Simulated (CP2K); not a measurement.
Consider 1-propanol at its PBE geometry (Å).

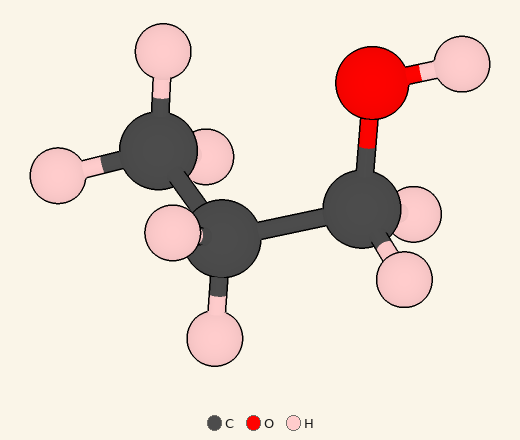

The molecule (carbon dark grey, oxygen red, hydrogen pink).

```xyz
12

C    -1.2389    0.6705    0.3838
C    -0.5195   -0.4656   -0.3471
C     0.9891   -0.2775   -0.4134
O     1.5122   -0.2944    0.9327
H    -2.3254    0.5098    0.3992
H    -1.0493    1.6369   -0.1071
H    -0.8898    0.7484    1.4210
H    -0.7301   -1.4280    0.1446
H    -0.8919   -0.5533   -1.3802
H     1.2264    0.6856   -0.9026
H     1.4463   -1.0852   -1.0122
H     2.4709   -0.1471    0.8814
```

Method: CP2K XAS_TDP, all-electron GAPW, PBEh(45%), aug-cc-pVDZ, TDA, no relativity.

Q: Where do the O K-edge lines lie, and how strong are they?

Leading lines: O4 530.00 eV. The leading line of an atom is its first one with 35 % of the strongest within 2.5 eV of its lowest line over the strength cut. 

The first six lines of each atom with a strength over 0.0015:

```csv
atom,energy (eV),states,"strength, one atom"
O4 (bonded to C and H),530.00,1,0.0159
,531.68,1,0.0139
,532.05,1,0.0057
,532.48,1,0.0179
,532.86,1,0.0076
,533.31,1,0.0018
```

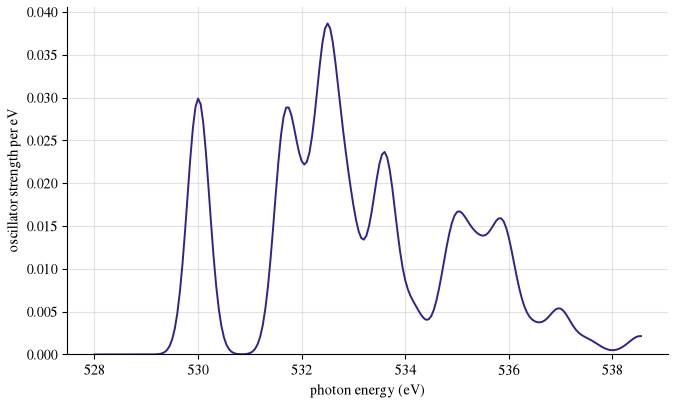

All atoms added, broadened by 0.5 eV.

Lines are vertical, at one geometry, with no vibrational structure. Without a correction of the core level, line positions, and the gaps between valence and Rydberg lines, follow the share of exact exchange. At this level such K lines come out 3 to 6 eV under measured ones. These values hold no scalar relativity, about 0.4 eV for O 1s. Rydberg lines, and the discretised continuum above threshold, depend on the basis and the box.

[Banner, clock and machine lines of the logs are left out without a mark of their own.]

[Logs are printed without paths, hosts, clocks, repeated set-up lines and the standing remarks that a program may print on its own settings, such as how far it seeks lower states.]

[Hosts, paths, dates, database ids (printed as entryN), source tags and the programs' standing remarks are cut or masked in the printed files.]
